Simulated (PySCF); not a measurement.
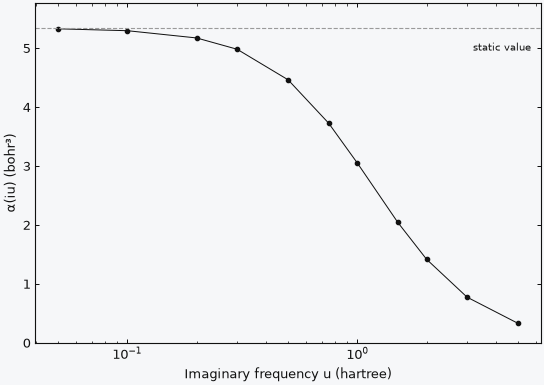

Dipole polarisability at imaginary frequency of Sr²⁺ ([Kr]). Coupled response at the r2SCAN0 level; PySCF, ANO-RCC-VTZP, spin-free X2C-1e, unrestricted single determinants, no spin-orbit coupling. The static dipole polarisability is 5.34 bohr³; α(iu) falls to half of it near u = 1.2 hartree. The Casimir–Polder integral gives C₆ = 25.1 hartree bohr⁶ for two such species.

**Atomic calculation, with input and output: Sr²⁺**

Sr²⁺, configuration 1s2 2s2 2p6 3s2 3p6 3d10 4s2 4p6, multiplicity 1. Computed at this level: unrestricted r2SCAN0, ANO-RCC-VTZP, spin-free X2C-1e, Gaussian nucleus (PySCF).

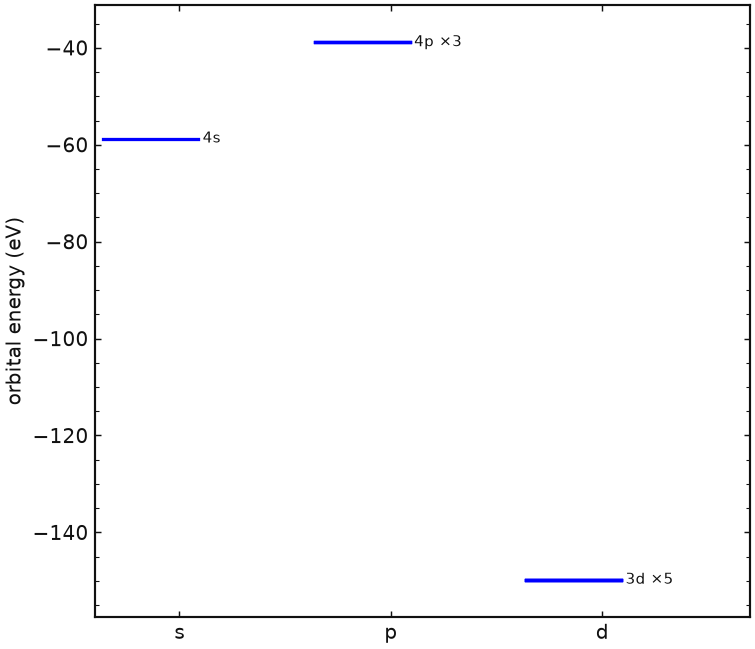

Orbital energies of the mean field, from the top down to −149.8 eV, by angular momentum; ×n counts the orbitals under one label. The highest filled orbital is 4p at −38.8 eV, the lowest empty one s at −11.7 eV.

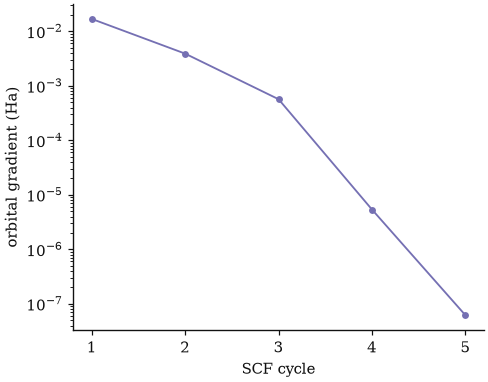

Convergence: orbital gradient against the SCF cycle. The residual falls at every step. It goes from 0.017 to 6.2×10⁻⁸ in 5 steps.

These pictures come from the run below.

### The input
```python
from pyscf import gto, scf, dft, mp, cc
import basis_set_exchange as bse
mol = gto.M(atom="Sr 0 0 0", charge=2, spin=0, symmetry="D2h",
            basis=gto.basis.parse(bse.get_basis("ANO-RCC-VTZP", elements=["Sr"], fmt="nwchem", header=False)),
            nucmod="G")
mf = dft.UKS(mol, xc="HYB_MGGA_XC_R2SCAN0").sfx2c1e()
mf.irrep_nelec = {'Ag': (6, 6), 'B1g': (1, 1), 'B2g': (1, 1), 'B3g': (1, 1), 'B1u': (3, 3), 'B2u': (3, 3), 'B3u': (3, 3)}
mf.kernel()
```

The script is an equivalent of what the driver set up; the driver started from orbitals of its own, so the log can be shorter than this script's would be, and it computed the properties (radii, ⟨L²⟩, response) afterwards. It held the occupations shell by shell, which the script's counts by irreducible representation don't always enforce.

The run was one of a batch that the task file lists, launched with:
```bash
OMP_NUM_THREADS=1 python <driver script> TASK.json OUT
```

### Log (extracts)
```
damping factor = 0
level_shift factor = 0
DIIS = <class 'pyscf.scf.diis.CDIIS'>
diis_start_cycle = 1
diis_space = 10
diis_damp = 0
SCF conv_tol = 1e-09
SCF conv_tol_grad = None
number electrons alpha = 18  beta = 18
XC functionals = HYB_MGGA_XC_R2SCAN0
    M. Bursch, H. Neugebauer, S. Ehlert, and S. Grimme.,  J. Chem. Phys. 156, 134105 (2022)
cycle= 1 E= -3178.52879227396  delta_E= -0.00293  |g|= 0.0169  |ddm|= 0.0385
cycle= 2 E= -3178.52882207823  delta_E= -2.98e-05  |g|= 0.0039  |ddm|= 0.00375
cycle= 3 E= -3178.52882398996  delta_E= -1.91e-06  |g|= 0.000568  |ddm|= 0.00104
cycle= 4 E= -3178.52882406071  delta_E= -7.08e-08  |g|= 5.37e-06  |ddm|= 0.000209
cycle= 5 E= -3178.52882406073  delta_E= -1.46e-11  |g|= 6.18e-08  |ddm|= 4.23e-06
converged SCF energy = -3178.52882406073  <S^2> = -7.1054274e-15  2S+1 = 1
```

### Key numbers

| quantity | value |
| --- | --- |
| outcome | converged |
| total energy | −3178.5288 hartree |
| static polarisability | 5.34 bohr³ |
| C₆ of the like pair | 25.1 hartree bohr⁶ |
| SCF iterations | 5 |
| hardware | 1 CPU thread, shared host |
| CPU time | 3.8 s (integrals apart) |

### Remarks

Caveats: basis without added diffuse functions.
